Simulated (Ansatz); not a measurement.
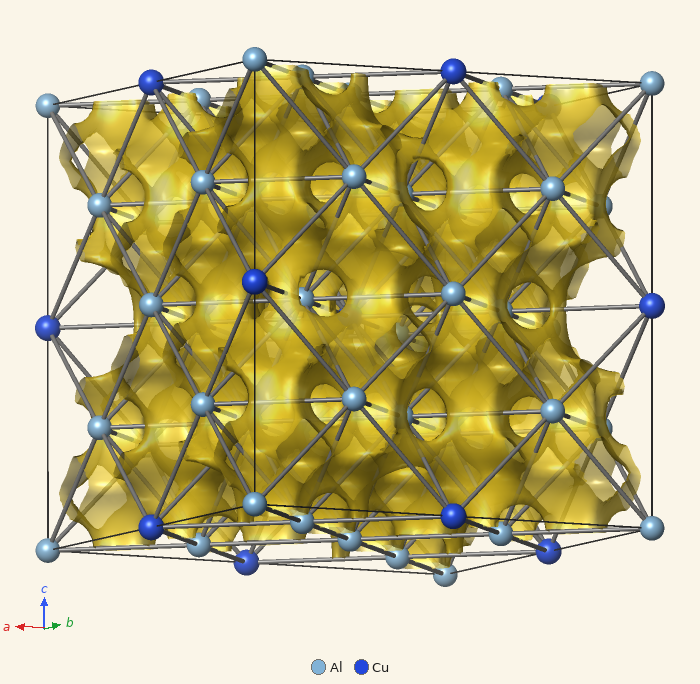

*Al7Cu. Isosurface of the ELF at 0.55 (yellow), seen at an oblique angle. Core shells and regions of very low density are left out. Sticks mark near contacts.*

Space group Fm-3m; a structure generated by program, which may or may not match a known phase; computed pressure about −3 GPa in this cell; computed without spin polarisation.

These are results of Ansatz, DFT r2SCAN, scalar-relativistic, plane waves, PAW, not measurements.

```
CELL_PARAMETERS angstrom
7.95953 0.00000 0.00000
0.00000 7.95953 0.00000
0.00000 0.00000 7.95953
ATOMIC_POSITIONS crystal
Al 0.00000 0.25000 0.25000
Al 0.50000 0.75000 0.25000
Al 0.50000 0.25000 0.75000
Al 0.00000 0.75000 0.75000
Al 0.50000 0.25000 0.25000
Al 0.00000 0.75000 0.25000
Al 0.00000 0.25000 0.75000
Al 0.50000 0.75000 0.75000
Al 0.25000 0.00000 0.25000
Al 0.75000 0.50000 0.25000
Al 0.75000 0.00000 0.75000
Al 0.25000 0.50000 0.75000
Al 0.75000 0.00000 0.25000
Al 0.25000 0.50000 0.25000
Al 0.25000 0.00000 0.75000
Al 0.75000 0.50000 0.75000
Al 0.25000 0.25000 0.00000
Al 0.75000 0.75000 0.00000
Al 0.75000 0.25000 0.50000
Al 0.25000 0.75000 0.50000
Al 0.75000 0.25000 0.00000
Al 0.25000 0.75000 0.00000
Al 0.25000 0.25000 0.50000
Al 0.75000 0.75000 0.50000
Al 0.00000 0.00000 0.00000
Al 0.50000 0.50000 0.00000
Al 0.50000 0.00000 0.50000
Al 0.00000 0.50000 0.50000
Cu 0.50000 0.00000 0.00000
Cu 0.00000 0.50000 0.00000
Cu 0.00000 0.00000 0.50000
Cu 0.50000 0.50000 0.50000
```

> Describe the localisation domains.

The surface consists of one network that runs through the whole crystal, counted in one cell of 32 atoms. Any copies at cell faces, edges or corners count once. Along the contacts the grid gives the following. Al–Al (2.81 Å): the ELF peaks at about 0.65 between the atoms. Al–Cu (2.81 Å): the ELF is about 0.45 at the midpoint.

> Which way does charge flow, and how much by Bader's partition?

Electrons move from Al towards Cu. Bader charges: Al 0.00 to +0.13 and Cu −0.78 e.
